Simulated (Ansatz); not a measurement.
## C$_{2}$H$_{9}$BOSi (charge −1): single-point calculation

- system: C$_{2}$H$_{9}$BOSi, charge −1, multiplicity 2
- method: UHF, mp2/pcseg-2 (Ansatz 0.2.0)

The geometry comes from this level: PBE0-D4/def2-TZVP. Figures and captions count atoms from 1; the log counts them from 0 in places.

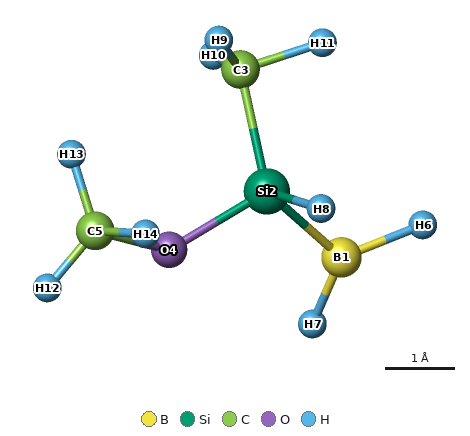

*The input geometry (ball-and-stick view, seen at a tilt; atoms are numbered from 1 in the order of the input).*

Bond lengths as drawn: B–H 1.23 to 1.32 Å, B–Si 1.89 Å, C–H 0.97 to 1.27 Å, C–O 1.54 Å, C–Si 1.82 Å, H–Si 1.64 Å and O–Si 1.69 Å.

Key numbers

```json
{"quantity": "outcome", "value": "converged"}
{"quantity": "total energy", "value": "−12796.8683 eV"}
{"quantity": "mean-field energy", "value": "−12774.1437 eV"}
{"quantity": "⟨S²⟩", "value": "0.760"}
{"quantity": "SCF solution under orbital rotations", "value": "stable"}
{"quantity": "largest force (length of the vector)", "value": "7.637 eV/Å"}
{"quantity": "hardware", "value": "4 threads of Arm Neoverse V2, 23 GiB of memory available, shared host"}
{"quantity": "wall time", "value": "21 s (CPU time 81 s)"}
{"quantity": "peak memory", "value": "1.2 GiB"}
```

The input
```yaml
crystal:
  periodic: [false, false, false]
  atoms:
    - {symbol: B, position_ang: [-0.420845, 1.508043, 1.903324]}
    - {symbol: Si, position_ang: [0.116587, 0.467280, 0.426227]}
    - {symbol: C, position_ang: [1.442900, -0.782041, 0.441414]}
    - {symbol: O, position_ang: [-1.226635, -0.166111, -0.389307]}
    - {symbol: C, position_ang: [-1.299981, -0.889514, -1.749000]}
    - {symbol: H, position_ang: [0.482067, 2.136789, 2.635684]}
    - {symbol: H, position_ang: [-1.573347, 1.485961, 2.321214]}
    - {symbol: H, position_ang: [0.541214, 1.630736, -0.648561]}
    - {symbol: H, position_ang: [1.838037, -0.997697, -0.537799]}
    - {symbol: H, position_ang: [1.269991, -1.450185, 1.127255]}
    - {symbol: H, position_ang: [2.313953, -0.053879, 1.006357]}
    - {symbol: H, position_ang: [-2.349866, -1.038656, -1.985578]}
    - {symbol: H, position_ang: [-0.518690, -1.762942, -1.760828]}
    - {symbol: H, position_ang: [-0.820495, -0.015805, -2.366146]}
basis:
  gaussian: {orbitals: pcseg-2, nuclear_model: gaussian}
total_charge: -1
magnetization: {spin_polarized: true, initial_magnetization: 1}
hamiltonian: {xc: {name: HF}}
correlation: {method: mp2}
scf: {lower_state_search: light}
output: {forces: true}
```

Run as:
```bash
ansatz run in.yaml --threads 4 --pin off --events-out ev --progress --plain --max-ram 10444MiB
```

Output
```
Functional definition: HF
  name "HF"
  cite "Fock, Z. Phys. 61, 126 (1930) doi:10.1007/BF01340294"
  parent pbe
  exchange = exact_x
  correlation = 0
1628 factors; integrals over basis functions are off by at most 1.0e-3 eV
mean field evaluation 1: about -12770.6904 eV, gradient 2.2e1 eV
mean field evaluation 2: about -12770.7102 eV, gradient 2.2e1 eV
mean field evaluation 4: about -12774.0540 eV, gradient 3.8e0 eV
mean field evaluation 8: about -12774.1429 eV, gradient 1.6e-1 eV
mean field -12774.14371957 eV, -469.4411230685 hartree, gradient 2.5e-6 eV, S^2 0.760426; 0 other end points of the search recorded, 0 dependent functions left out
9 core orbitals not correlated: weight in the atoms' cores, before any rotation towards them, 1.000 or more for the frozen orbitals, at most 0.000 for the correlated occupied ones
reference -12774.14371957 eV, -469.4411230685 hartree; 16, 15 occupied and 255, 256 virtual orbitals, 1628 factors
second order -22.72457646 eV of doubles, -0.00000000 eV of singles
the calculation of the forces begins
mean field evaluation 16: about -12774.1437 eV, gradient 2.5e-6 eV
Total energy: -12796.86829602 eV, -470.2762358500 hartree
Atom 0 at    -0.420845     1.508043     1.903324 Å, force     0.397528     0.888301     2.656323 eV/Å
Atom 1 at     0.116587     0.467280     0.426227 Å, force    -1.141650     2.182545    -2.508715 eV/Å
Atom 2 at     1.442900    -0.782041     0.441414 Å, force     4.135963     6.265578    -1.397651 eV/Å
Atom 3 at    -1.226635    -0.166111    -0.389307 Å, force    -1.133195    -2.204640    -1.647914 eV/Å
Atom 4 at    -1.299981    -0.889514    -1.749000 Å, force     3.976708     3.319197     1.924472 eV/Å
Atom 5 at     0.482067     2.136789     2.635684 Å, force    -1.274305    -0.868684    -1.112903 eV/Å
Atom 6 at    -1.573347     1.485961     2.321214 Å, force     0.506528     0.105755    -0.142821 eV/Å
Atom 7 at     0.541214     1.630736    -0.648561 Å, force     0.282734    -1.316870     0.464053 eV/Å
Atom 8 at     1.838037    -0.997697    -0.537799 Å, force     0.102207    -0.732302    -0.019696 eV/Å
Atom 9 at     1.269991    -1.450185     1.127255 Å, force    -0.813249    -4.391920     3.184499 eV/Å
Atom 10 at     2.313953    -0.053879     1.006357 Å, force    -2.136771    -2.013534    -1.666961 eV/Å
Atom 11 at    -2.349866    -1.038656    -1.985578 Å, force     0.369031    -0.462263     0.080320 eV/Å
Atom 12 at    -0.518690    -1.762942    -1.760828 Å, force    -2.119226     1.285351    -0.072695 eV/Å
Atom 13 at    -0.820495    -0.015805    -2.366146 Å, force    -1.152303    -2.056514     0.259689 eV/Å
Dipole moment:     0.170384    -1.264163    -1.278917 e Å
```

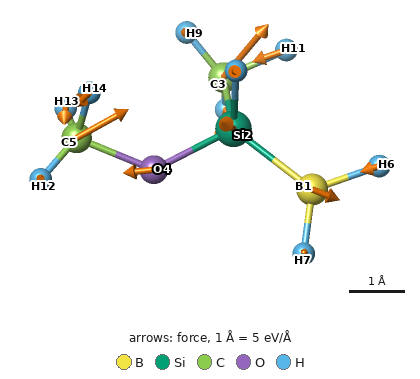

*Forces on the atoms as orange arrows (ball-and-stick view, seen at a tilt; atoms are numbered from 1 in the order of the input).*

The largest act on C3 (7.64 eV/Å); C5 (5.53 eV/Å); H10 (5.49 eV/Å); Si2 (3.52 eV/Å), among others. The geometry is not a stationary point of this energy.

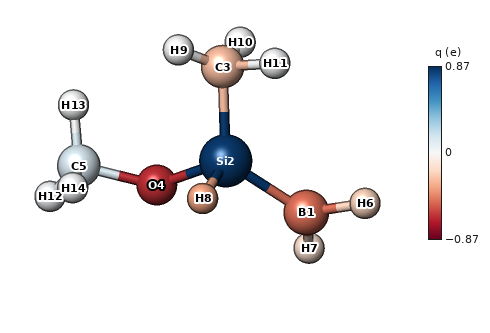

*Mulliken charges, as the colour of each atom (ball-and-stick view, seen at a tilt; atoms are numbered from 1 in the order of the input; Mulliken charges depend strongly on the basis).*

By element: B −0.48, Si +0.83, C −0.27 to +0.13, O −0.63 and H −0.34 to +0.03 e.
